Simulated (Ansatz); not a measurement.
**Response to strain in SrO**

Consider SrO in the rock salt structure (space group Fm-3m, No. 225; a = 5.1949 Å).

Strains are applied to the cell and any free atomic positions relax.

Calculations: DFT with PBE, PAW potentials and a 420 eV plane-wave cutoff in Ansatz (a first-principles code), scalar-relativistic without spin-orbit coupling.

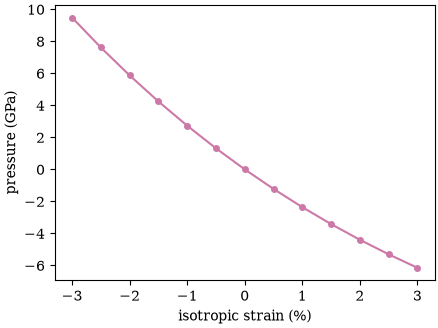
Figure: Pressure against isotropic strain

```json
[
 {"isotropic strain (%)": "-3", "pressure": "9.49 GPa"},
 {"isotropic strain (%)": "-2.5", "pressure": "7.62 GPa"},
 {"isotropic strain (%)": "-2", "pressure": "5.88 GPa"},
 {"isotropic strain (%)": "-1.5", "pressure": "4.25 GPa"},
 {"isotropic strain (%)": "-1", "pressure": "2.73 GPa"},
 {"isotropic strain (%)": "-0.5", "pressure": "1.32 GPa"},
 {"isotropic strain (%)": "0.5", "pressure": "-1.22 GPa"},
 {"isotropic strain (%)": "1", "pressure": "-2.36 GPa"},
 {"isotropic strain (%)": "1.5", "pressure": "-3.41 GPa"},
 {"isotropic strain (%)": "2", "pressure": "-4.39 GPa"},
 {"isotropic strain (%)": "2.5", "pressure": "-5.30 GPa"},
 {"isotropic strain (%)": "3", "pressure": "-6.15 GPa"}
]
```

Stability against distortions was not tested.
